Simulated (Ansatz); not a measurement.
LiZr$_{4}$N

```
Li Zr N
1.0
     3.18318    0.00000    0.00000
    -1.59159    2.75671    0.00000
     0.00000    0.00000   13.14989
Li Zr N
1 4 1
Direct
  0.00000 0.00000 0.00000
  0.66667 0.33333 0.39968
  0.33333 0.66667 0.60032
  0.66667 0.33333 0.80143
  0.33333 0.66667 0.19857
  0.00000 0.00000 0.50000
```

Space group P-3m1; a generated structure, not necessarily the stable one; changed on purpose from its base cell (volume × 0.97, shape and atoms relaxed).

These are results of DFT PBE, scalar-relativistic, plane waves, PAW in Ansatz, not measurements.

### Predict the valence pseudo-density and electron localisation function between the atoms.

Zr–N (2.26 Å): the density is about 0.5 e/Å³ at the midpoint; the ELF peaks at about 0.80 in the valence shell of N, 0.7 Å from its nucleus, and drops to about 0.20 between the two atoms (no shared electron pair shows on this line).
Li–Zr (3.19 Å): ρ is about 0.1 e/Å³ halfway, with its minimum of 0.07 e/Å³ about 1.0 Å from Li; the ELF is about 0.25 at the midpoint (no shared electron pair shows on this line).
The ELF has a maximum of about 0.80 in the space between the atoms, 1.9 Å from four Zr atoms, on no atom or two-centre bond.

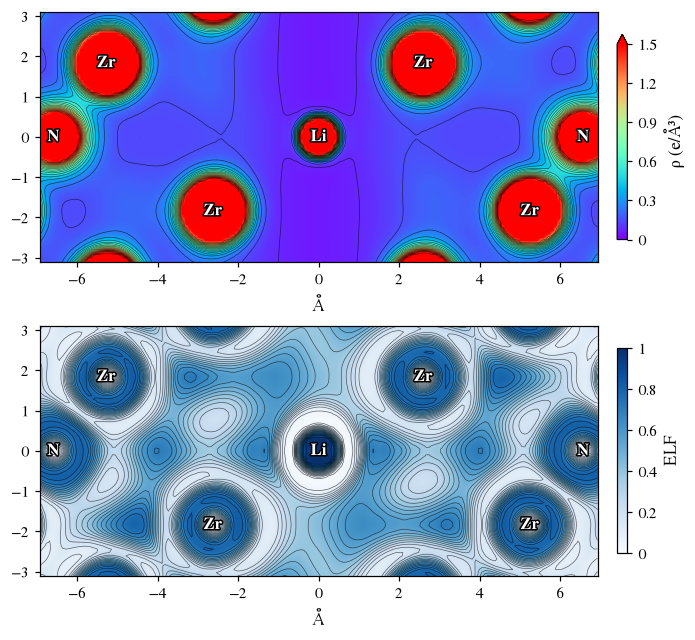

Computed valence pseudo-density and electron localisation function on the (110) plane of the conventional cell, in this order. 
